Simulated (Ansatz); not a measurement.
# CH6B2OS: vertical spin-state energies

Which spin state of CH6B2OS lies lowest at this geometry? Wanted for CH6B2OS: vertical spin-state energies. SMILES: BCSBO.

All numbers are computed with Ansatz 0.2.0 through its Python package. Level of theory: MP2/6-31G*.

### Step 1. Starting point

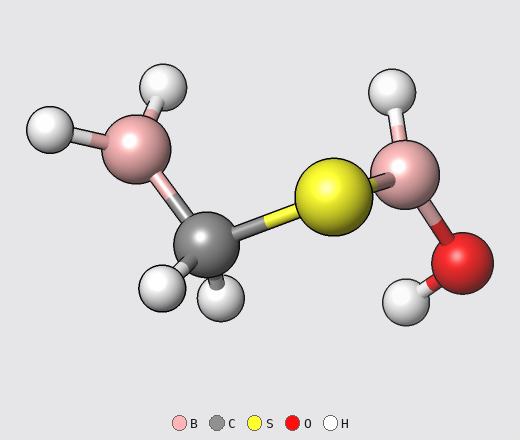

The starting structure, viewed from a chosen angle; boron pink, carbon grey, sulfur yellow, oxygen red, hydrogen white.

No structure file is read: the coordinates are typed or built in the script.

### Step 2. Script

The input, spin_ch6b2os.py:

```python
import ansatz

geometry_ang = [
    ("B", [-0.8849, 0.9281, 1.2303]),
    ("C", [-0.0714, -0.3563, 1.0761]),
    ("S", [1.5142, 0.0182, 0.2963]),
    ("B", [0.9932, 0.0385, -1.4766]),
    ("O", [0.9268, -1.2103, -2.2753]),
    ("H", [-1.2593, 1.3734, 2.2856]),
    ("H", [-1.2411, 1.5719, 0.2592]),
    ("H", [-0.5893, -1.0969, 0.4865]),
    ("H", [0.1177, -0.7462, 2.134]),
    ("H", [0.5302, 1.0347, -1.9302]),
    ("H", [0.0293, -1.6122, -2.0653]),
]
system = ansatz.Crystal.molecule()
for symbol, xyz in geometry_ang:
    system = system.atom(symbol, xyz)

job = system.calculation().basis(gaussian="6-31G*").correlation("mp2")
found = {}
for unpaired in [0, 2]:
    rep = job.spin("collinear", total=unpaired).run().report
    s = unpaired / 2
    found[unpaired] = rep["free_energy_ev"]
    print(f"2S+1 = {unpaired + 1}: E = {found[unpaired]:.5f} eV, <S^2> = {abs(rep['mean_field']['state']['spin_squared']):.3f} (pure state {s * (s + 1):.2f})")
lowest = min(found, key=found.get)
for unpaired, e in found.items():
    print(f"multiplicity {unpaired + 1}: {23.060548 * (e - found[lowest]):.1f} kcal/mol above the lowest")
```

### Step 3. What the engine is handed

The package turns the script's settings into the engine's input (first run):

```yaml
crystal:
  periodic: [false, false, false]
  atoms:
    - { symbol: B, position_ang: [-0.8849, 0.9281, 1.2303] }
    - { symbol: C, position_ang: [-0.0714, -0.3563, 1.0761] }
    - { symbol: S, position_ang: [1.5142, 0.0182, 0.2963] }
    - { symbol: B, position_ang: [0.9932, 0.0385, -1.4766] }
    - { symbol: O, position_ang: [0.9268, -1.2103, -2.2753] }
    - { symbol: H, position_ang: [-1.2593, 1.3734, 2.2856] }
    - { symbol: H, position_ang: [-1.2411, 1.5719, 0.2592] }
    - { symbol: H, position_ang: [-0.5893, -1.0969, 0.4865] }
    - { symbol: H, position_ang: [0.1177, -0.7462, 2.134] }
    - { symbol: H, position_ang: [0.5302, 1.0347, -1.9302] }
    - { symbol: H, position_ang: [0.0293, -1.6122, -2.0653] }
basis:
  gaussian:
    orbitals: "6-31G*"
magnetization:
  spin_polarized: true
  initial_magnetization: 0.0
correlation:
  method: mp2
```

### Step 4. The run

Launch:

```sh
$ python spin_ch6b2os.py
```

**Question.** Which spin state is lowest at this geometry, and how far above lie the others?

The runs gave:

| quantity | value |
| --- | --- |
| runs compared | 2 |
| lowest | run 1 (2S+1 = 1) |
| next above it by | 3.471 eV |

In words: In order: multiplicity 1 (+0.00 eV) and multiplicity 3 (+3.47 eV), all at the one geometry. The geometry is a force-field or estimated start, not a minimum of this method, and the basis set is short of its limit. All parts are taken at fixed geometry, without zero-point energy.
